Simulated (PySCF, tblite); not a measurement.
**CH₁₂OSi₄: geometry, infrared bands and NMR shifts**

Aim: predict the infrared bands and NMR shifts of CH₁₂OSi₄ (`O[SiH2]C[SiH2][SiH2][SiH3]`).

The runs use tblite 0.8.0 and PySCF 2.14.0, with density-fitted response routines of our own; the level of theory stands in each step. All values are computed, except where a source is named. Atoms are numbered from 0 throughout.

### Step 1. The starting structure

18 atoms, charge 0, multiplicity 1; geometry from: force field or distance geometry start.

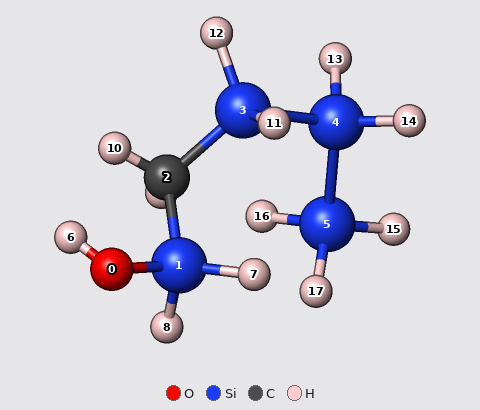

The starting geometry (oxygen red, silicon blue, carbon dark grey, hydrogen pink), atoms numbered.

### Step 2. Optimising the geometry with GFN2-xTB

The job: settings as JSON, then the geometry in Å.

```
{"job": {"kind": "relax", "xc": "GFN2-xTB", "basis": "xTB"}, "charge": 0, "multiplicity": 1}
O      3.621100     0.586700     0.331800
Si     1.940200     0.917600     0.129500
C      1.205600    -0.466800    -0.852500
Si     0.026200    -1.518400     0.113300
Si    -2.078200    -0.809400     0.057600
Si    -2.281400     1.205500    -0.873500
H      3.906700    -0.017000    -0.380700
H      1.270300     1.138100     1.428900
H      1.815500     2.153600    -0.639700
H      0.697900    -0.001000    -1.736000
H      1.968600    -1.153200    -1.276700
H      0.448100    -1.492000     1.536300
H      0.012900    -2.912100    -0.383500
H     -2.881800    -1.736200    -0.776200
H     -2.714100    -0.794800     1.383500
H     -3.691800     1.621900    -0.787200
H     -1.901300     1.085400    -2.272700
H     -1.373200     2.198400    -0.278600
```

Started as:

```console
OMP_NUM_THREADS=1 python probes_run.py task.json out
```

The driver reads the jobs from task.json and runs them one after another.

Log:

```text
step      E/eV     max force
  0    -523.40172    2.389
  1    -523.61516    1.094
  2    -523.67164    0.608
  3    -523.69994    0.694
  4    -523.79008    0.590
  5    -523.83312    0.519
  6    -523.86753    0.377
  7    -523.88583    0.295
  8    -523.90345    0.288
  9    -523.91730    0.343
 10    -523.92751    0.288
 11    -523.93331    0.153
 12    -523.93606    0.121
 13    -523.93779    0.089
 14    -523.93956    0.125
 15    -523.94159    0.153
 16    -523.94418    0.201
 17    -523.94697    0.181
 18    -523.94908    0.102
 19    -523.95035    0.086
 20    -523.95136    0.097
 21    -523.95254    0.131
 22    -523.95385    0.128
 23    -523.95492    0.087
 24    -523.95567    0.065
 25    -523.95641    0.079
 26    -523.95741    0.101
 27    -523.95855    0.106
 28    -523.95959    0.073
 29    -523.96046    0.072
 30    -523.96131    0.086
 31    -523.96224    0.095
 32    -523.96315    0.070
 33    -523.96392    0.079
 34    -523.96458    0.066
 35    -523.96519    0.066
 36    -523.96574    0.081
 37    -523.96627    0.069
 38    -523.96679    0.073
 39    -523.96753    0.067
 40    -523.96807    0.066
 41    -523.96879    0.059
 42    -523.96919    0.035
 43    -523.96946    0.037
 44    -523.96972    0.039
 45    -523.97009    0.048
 46    -523.97059    0.048
 47    -523.97119    0.095
 48    -523.97180    0.075
 49    -523.97240    0.090
 50    -523.97305    0.082
 51    -523.97369    0.071
 52    -523.97426    0.096
 53    -523.97473    0.067
 54    -523.97541    0.074
 55    -523.97647    0.084
 56    -523.97784    0.084
 57    -523.97906    0.076
 58    -523.97984    0.051
 59    -523.98041    0.066
 60    -523.98122    0.083
 61    -523.98251    0.110
 62    -523.98405    0.120
 63    -523.98521    0.129
 64    -523.98623    0.099
 65    -523.98714    0.089
 66    -523.98911    0.117
 67    -523.99121    0.132
 68    -523.99308    0.093
 69    -523.99410    0.121
 70    -523.99483    0.151
 71    -523.99598    0.122
 72    -523.99850    0.144
 73    -524.00107    0.087
 74    -524.00467    0.087
 75    -524.00620    0.130
 76    -524.00687    0.103
 77    -524.00738    0.052
 78    -524.00804    0.087
 79    -524.00894    0.104
 80    -524.00989    0.094
 81    -524.01092    0.061
 82    -524.01120    0.060
 83    -524.01149    0.065
 84    -524.01166    0.048
 85    -524.01196    0.048
 86    -524.01234    0.050
 87    -524.01273    0.054
 88    -524.01300    0.065
 89    -524.01323    0.052
 90    -524.01357    0.058
 91    -524.01403    0.059
 92    -524.01457    0.055
 93    -524.01509    0.098
 94    -524.01567    0.083
 95    -524.01607    0.055
 96    -524.01685    0.068
 97    -524.01849    0.085
 98    -524.02037    0.092
 99    -524.02198    0.072
100    -524.02307    0.071
101    -524.02368    0.068
102    -524.02398    0.074
103    -524.02475    0.056
104    -524.02578    0.152
105    -524.02724    0.125
106    -524.02985    0.209
107    -524.03294    0.121
108    -524.03554    0.080
109    -524.03614    0.077
110    -524.03691    0.095
111    -524.03817    0.113
112    -524.04021    0.132
113    -524.04348    0.140
114    -524.04572    0.117
115    -524.04765    0.076
116    -524.04859    0.072
117    -524.04917    0.109
118    -524.04956    0.133
119    -524.05003    0.068
120    -524.05075    0.083
121    -524.05112    0.066
122    -524.05170    0.035
123    -524.05221    0.042
124    -524.05287    0.044
125    -524.05353    0.047
126    -524.05402    0.062
127    -524.05433    0.050
128    -524.05454    0.043
129    -524.05480    0.038
130    -524.05506    0.042
131    -524.05541    0.043
132    -524.05574    0.045
133    -524.05599    0.042
134    -524.05616    0.040
135    -524.05631    0.040
136    -524.05650    0.046
137    -524.05675    0.061
138    -524.05701    0.064
139    -524.05724    0.044
140    -524.05744    0.045
141    -524.05765    0.029
142    -524.05789    0.043
143    -524.05823    0.040
144    -524.05868    0.040
145    -524.05900    0.038
146    -524.05928    0.036
147    -524.05950    0.032
148    -524.05964    0.026
149    -524.05973    0.019
150    -524.05979    0.018
151    -524.05985    0.021
152    -524.05992    0.017
153    -524.06000    0.016
154    -524.06007    0.018
155    -524.06013    0.019
156    -524.06017    0.016
157    -524.06021    0.014
158    -524.06024    0.014
159    -524.06027    0.015
160    -524.06031    0.017
161    -524.06037    0.019
162    -524.06044    0.026
163    -524.06052    0.028
164    -524.06059    0.020
165    -524.06065    0.024
166    -524.06068    0.015
167    -524.06072    0.022
168    -524.06076    0.018
169    -524.06081    0.017
170    -524.06087    0.019
171    -524.06094    0.018
172    -524.06099    0.013
173    -524.06102    0.010
```

Wall time 2.7 s (1 thread of Intel Xeon Platinum 8259CL at 2.50GHz, shared host); peak memory 0.18 GiB.

Step by step: (not every step is listed)

| step | energy from step 0 (eV) | largest force (eV/Å) |
| --- | --- | --- |
| 0 | 0.0000 | 2.3889 |
| 1 | -0.2134 | 1.0940 |
| 2 | -0.2699 | 0.6084 |
| 3 | -0.2982 | 0.6945 |
| 4 | -0.3884 | 0.5898 |
| 5 | -0.4314 | 0.5188 |
| 6 | -0.4658 | 0.3769 |
| 7 | -0.4841 | 0.2948 |
| 8 | -0.5017 | 0.2877 |
| 24 | -0.5540 | 0.0653 |
| 40 | -0.5664 | 0.0664 |
| 56 | -0.5761 | 0.0838 |
| 72 | -0.5968 | 0.1440 |
| 88 | -0.6113 | 0.0647 |
| 104 | -0.6241 | 0.1516 |
| 120 | -0.6490 | 0.0829 |
| 136 | -0.6548 | 0.0464 |
| 152 | -0.6582 | 0.0173 |
| 168 | -0.6590 | 0.0184 |
| 169 | -0.6591 | 0.0169 |
| 170 | -0.6592 | 0.0194 |
| 171 | -0.6592 | 0.0185 |
| 172 | -0.6593 | 0.0130 |
| 173 | -0.6593 | 0.0099 |

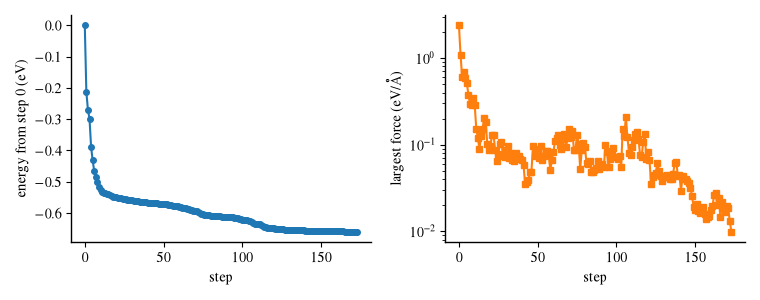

Energy and force, step by step.

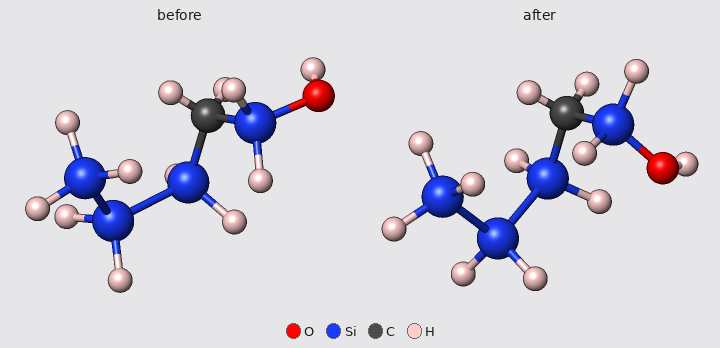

Before and after, at one scale.

Distances of close pairs at the start and the end, largest changes first:

| bond | before (Å) | after (Å) | change (Å) |
| --- | --- | --- | --- |
| O0–Si1 | 1.725 | 1.627 | -0.098 |
| Si3–Si4 | 2.221 | 2.315 | +0.094 |
| Si4–Si5 | 2.229 | 2.316 | +0.087 |
| C2–Si3 | 1.852 | 1.905 | +0.053 |
| Si1–C2 | 1.849 | 1.899 | +0.050 |
| C2–H9 | 1.120 | 1.090 | -0.030 |
| O0–H6 | 0.977 | 0.953 | -0.024 |
| Si1–H7 | 1.478 | 1.458 | -0.021 |

The final coordinates are the input of the step that follows.

### Step 3. Infrared spectrum with GFN2-xTB

The job: settings as JSON, then the geometry in Å.

```
{"job": {"kind": "ir", "xc": "GFN2-xTB", "basis": "xTB"}, "charge": 0, "multiplicity": 1}
O      2.442559     0.464687     1.302736
Si     1.952135     0.981950    -0.159905
C      1.292034    -0.449129    -1.219697
Si     0.161719    -1.678989    -0.303153
Si    -1.742094    -0.608284     0.465322
Si    -2.489259     1.156472    -0.834468
H      3.037348    -0.272768     1.401488
H      0.903061     1.921630     0.216096
H      3.065810     1.631000    -0.862753
H      0.749112    -0.030717    -2.067102
H      2.131229    -0.996237    -1.651522
H      0.975027    -2.328326     0.741117
H     -0.137008    -2.772726    -1.246654
H     -2.820050    -1.608054     0.599933
H     -1.550097    -0.157106     1.854167
H     -3.930606     1.409485    -0.748899
H     -2.214841     0.917694    -2.257472
H     -1.834838     2.425735    -0.505650
```

Log:

```text
mode    cm-1     km/mol
  1     -27.0      0.07
  2      25.9      0.72
  3      47.0      0.03
  4      68.0      0.13
  5      83.3      2.79
  6     120.2      2.09
  7     177.7      4.06
  8     213.9     99.40
  9     274.2     74.08
 10     324.6     37.15
 11     379.2     14.30
 12     396.2     12.59
 13     431.7     13.35
 14     455.2     18.91
 15     481.5     55.56
 16     502.6     16.03
 17     549.6     11.37
 18     559.8      3.19
 19     599.2    243.85
 20     607.7    329.67
 21     633.2    223.41
 22     661.1     30.23
 23     723.2    305.81
 24     758.2    127.74
 25     779.2     39.92
 26     791.6    616.08
 27     805.9    301.86
 28     810.6    152.84
 29     820.9    204.15
 30     826.5    140.20
 31     832.5    244.44
 32     849.5    134.09
 33     900.1    229.92
 34    1022.0      4.66
 35    1141.4     70.12
 36    1471.9      1.23
 37    2123.2    202.85
 38    2138.4    263.07
 39    2155.3    366.90
 40    2162.8    242.00
 41    2203.3    381.96
 42    2210.2    597.60
 43    2227.6    388.33
 44    2233.8    165.42
 45    2306.3    244.34
 46    2963.6     53.59
 47    2984.0     22.77
 48    3681.8     13.61
```

Run time: 1.5 s. Hardware: 1 thread of Intel Xeon Platinum 8259CL at 2.50GHz, shared host; peak memory 0.18 GiB.

The strongest bands and the atoms that carry them (share of the mass-weighted mode):

| cm⁻¹ | km/mol | atoms |
| --- | --- | --- |
| 608 | 329.7 | H7 33 %, H8 29 %, H13 11 % |
| 723 | 305.8 | C2 17 %, H12 15 %, H11 13 %, Si3 13 % |
| 792 | 616.1 | H17 20 %, H16 19 %, H15 19 %, H8 11 % |
| 806 | 301.9 | H6 36 %, H8 12 % |
| 2155 | 366.9 | H14 56 %, H11 37 % |
| 2203 | 382.0 | H16 89 % |
| 2210 | 597.6 | H8 91 % |
| 2228 | 388.3 | H15 69 %, H17 23 % |

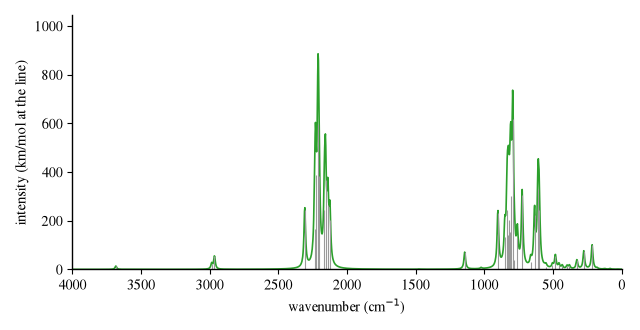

The infrared spectrum from these modes, unscaled. Lines are broadened to a width of 14 cm⁻¹ (Lorentzian).

### Step 4. Shielding tensors: PBE0/pcSseg-1

Settings changed since step 3:

```diff
@@ -1,2 +1,2 @@
-{"job": {"kind": "ir", "xc": "GFN2-xTB", "basis": "xTB"}, "charge": 0, "multiplicity": 1}
+{"job": {"kind": "nmr", "xc": "PBE0", "basis": "pcSseg-1"}, "charge": 0, "multiplicity": 1}
 O      2.442559     0.464687     1.302736
```

Level: GIAO PBE0/pcSseg-1 NMR shielding, non-relativistic, gas phase.

Log:

```text
coarse grid: 16112 points
cycle   1  E = -1277.7248566877  dE =  1.090e-01  |g| = 7.544e-01  |ddm| = 3.704e+00
cycle   2  E = -1277.6020889566  dE =  1.228e-01  |g| = 1.101e+00  |ddm| = 1.566e+00
cycle   3  E = -1277.8300843539  dE = -2.280e-01  |g| = 9.030e-02  |ddm| = 1.101e+00
cycle   4  E = -1277.8313498391  dE = -1.265e-03  |g| = 4.235e-02  |ddm| = 1.017e-01
cycle   5  E = -1277.8317965795  dE = -4.467e-04  |g| = 7.382e-03  |ddm| = 4.321e-02
cycle   6  E = -1277.8318108866  dE = -1.431e-05  |g| = 1.229e-03  |ddm| = 1.005e-02
cycle   7  E = -1277.8318113614  dE = -4.748e-07  |g| = 3.743e-04  |ddm| = 2.337e-03
final grid: 134584 points
cycle   8  E = -1277.8739232229  dE = -1.944e-05  |g| = 6.366e-03  |ddm| = 1.955e-02
cycle   9  E = -1277.8739137228  dE =  9.500e-06  |g| = 9.216e-03  |ddm| = 1.200e-02
cycle  10  E = -1277.8739313740  dE = -1.765e-05  |g| = 5.087e-04  |ddm| = 7.454e-03
cycle  11  E = -1277.8739314077  dE = -3.365e-08  |g| = 2.058e-04  |ddm| = 5.374e-04
cycle  12  E = -1277.8739314173  dE = -9.630e-09  |g| = 3.730e-05  |ddm| = 2.199e-04
cycle  13  E = -1277.8739314176  dE = -3.270e-10  |g| = 7.837e-06  |ddm| = 4.992e-05
converged SCF energy = -1277.8739314176

GIAO shielding tensors (ppm)
atom      isotropic    diamagn.    paramagn.     s11        s22        s33       span
  0 O      313.457     388.265     -74.807    276.820    326.915    336.637     59.817
  1 Si     366.795     879.529    -512.733    320.283    360.103    420.000     99.717
  2 C      190.298     260.905     -70.607    181.755    188.528    200.610     18.855
  3 Si     426.085     881.555    -455.470    403.260    407.725    467.270     64.010
  4 Si     484.029     881.912    -397.883    472.889    481.908    497.290     24.401
  5 Si     467.486     880.549    -413.063    452.382    468.021    482.056     29.674
  6 H       30.915      31.492      -0.577     23.258     26.157     43.330     20.072
  7 H       26.887      31.243      -4.356     23.423     26.309     30.928      7.505
  8 H       26.337      28.457      -2.120     22.314     24.615     32.082      9.768
  9 H       32.155      34.045      -1.890     27.049     30.277     39.140     12.090
 10 H       31.329      31.106       0.224     26.257     28.400     39.332     13.075
 11 H       27.560      30.903      -3.342     23.973     26.099     32.609      8.635
 12 H       27.486      29.981      -2.495     23.522     25.486     33.450      9.928
 13 H       28.326      29.574      -1.248     24.206     25.799     34.972     10.765
 14 H       28.132      30.234      -2.102     24.662     25.848     33.886      9.223
 15 H       28.112      28.725      -0.612     24.372     25.338     34.627     10.255
 16 H       28.333      29.880      -1.547     24.476     27.301     33.221      8.745
 17 H       28.179      29.781      -1.602     24.356     26.873     33.307      8.951
```

Wall time 40 s (1 thread of Intel Xeon Platinum 8259CL at 2.50GHz, shared host); peak memory 0.9 GiB.

Shifts follow as δ = σ(reference) − σ, with reference shieldings (ppm) from runs at the same level and on the same kind of geometry: 1H TMS 31.72, 13C TMS 186.9, 29Si TMS 349.2, 17O H2O 336.1. The references are single molecules in the gas phase, so shifts against H2O, NH3, PH3, H3PO4 or CFCl3 are not on the usual liquid scales and can be off by tens of ppm. Atoms listed in one row are averaged.

| atoms | environment | σ (ppm) | δ (ppm) | δ scaled to CDCl3 |
| --- | --- | --- | --- | --- |
| C2 | sp3 CH2 bonded to 2 Si | 190.3 | -3.4 | -5.2 |
| H7, H8 | hydrogen on a silicon bonded to C, O | 26.61 | 5.11 | – |
| H11, H12 | hydrogen on a silicon bonded to C, Si | 27.52 | 4.19 | – |
| H15, H16, H17 | hydrogen on a silicon bonded to Si | 28.21 | 3.51 | – |
| H13, H14 | hydrogen on a silicon bonded to 2 Si | 28.23 | 3.49 | – |
| H6 | hydrogen on an oxygen bonded to Si | 30.92 | 0.80 | – |
| H9, H10 | hydrogen on an sp3 CH2 bonded to 2 Si | 31.74 | -0.03 | 0.08 |
| O0 | oxygen bonded to Si, H | 313.5 | 22.6 | – |
| Si1 | silicon bonded to C, O, 2 H | 366.8 | -17.6 | – |
| Si3 | silicon bonded to C, Si, 2 H | 426.1 | -76.9 | – |
| Si5 | silicon bonded to Si, 3 H | 467.5 | -118.3 | – |
| Si4 | silicon bonded to 2 Si, 2 H | 484.0 | -134.9 | – |

The scaled column applies a straight-line fit of computed shieldings to shifts measured in CDCl3 (root-mean-square error 0.16 ppm for H, 1.9 ppm for C).

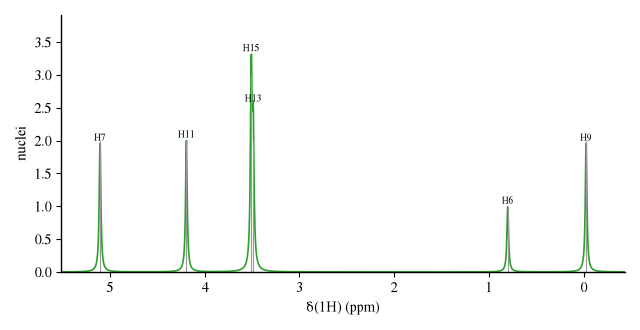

1H lines at the computed shifts, without couplings. Lines are broadened to a width of 0.02 ppm (Lorentzian).

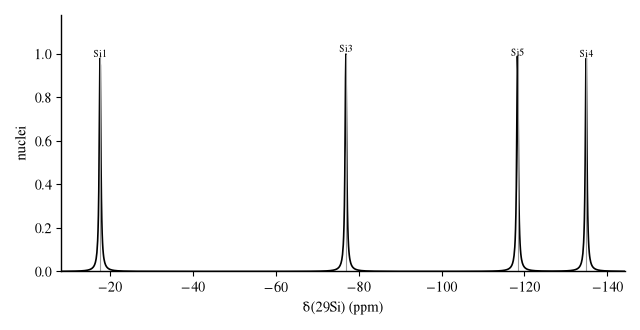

29Si lines at the computed shifts, without couplings. Lines are broadened to a width of 0.47 ppm (Lorentzian).

Charges from the same density, by scheme (e):

| atoms | Mulliken | IAO | Hirshfeld | ESP fit |
| --- | --- | --- | --- | --- |
| O0 | -0.56 | -0.79 | -0.31 | -0.72 |
| Si1 | 0.88 | 1.02 | 0.39 | 0.70 |
| C2 | -0.89 | -0.85 | -0.26 | -0.61 |
| Si3 | 0.35 | 0.47 | 0.24 | 0.37 |
| Si4 | -0.07 | 0.12 | 0.15 | 0.05 |
| Si5 | 0.20 | 0.29 | 0.21 | 0.30 |

Hirshfeld charges:

O0 -0.31; Si1 0.39; C2 -0.26; Si3 0.24; Si4 0.15; Si5 0.21; H6 0.18; H7 -0.08; H8 -0.09; H9 0.04; H10 0.04; H11 -0.08; H12 -0.08; H13 -0.07; H14 -0.07; H15 -0.07; H16 -0.08; H17 -0.07

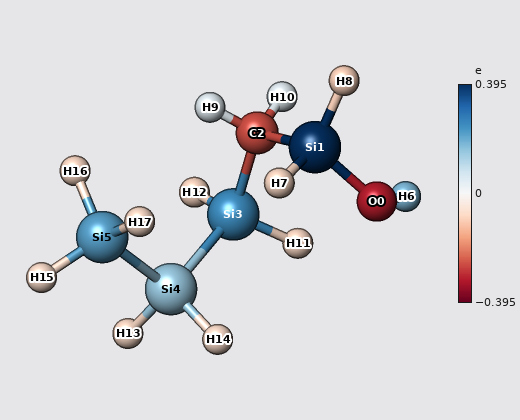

Hirshfeld charges, as colours on the atoms.

Mayer bond orders: O0–Si1 1.00, Si1–C2 0.89, C2–Si3 0.90, Si3–Si4 0.90, Si4–Si5 0.89.

### Step 5. Outcome

| quantity | value |
| --- | --- |
| strongest single infrared mode (GFN2-xTB) | 792 cm⁻¹, 616 km/mol |
| zero-point energy (GFN2-xTB) | 70.8 kcal/mol |
| 13C shifts against TMS (PBE0/pcSseg-1) | -3.4 ppm |
| 1H shifts against TMS (PBE0/pcSseg-1, means over atoms taken as alike) | 5.11, 4.19, 3.51, 3.49, 0.80, -0.03 ppm |
| 17O shifts against H2O (PBE0/pcSseg-1) | 22.6 ppm |
| 29Si shifts against TMS (PBE0/pcSseg-1) | -17.6, -76.9, -118.3, -134.9 ppm |

Over 173 steps the energy fell by 0.659 eV; of the close pairs, O0–Si1 changed most, 1.725 to 1.627 Å. The lowest mode is imaginary (27i cm⁻¹), so the xTB geometry is not a minimum. The strongest single mode, at 792 cm⁻¹, is spread over many atoms; the largest shares are those of H17, H16, H15. GFN2-xTB is a fitted tight-binding method: band positions and strengths are rough. Its intensities can rank the bands wrongly. At PBE0/pcSseg-1: The largest span, 100 ppm, is at Si1, where the paramagnetic term is -513 ppm.
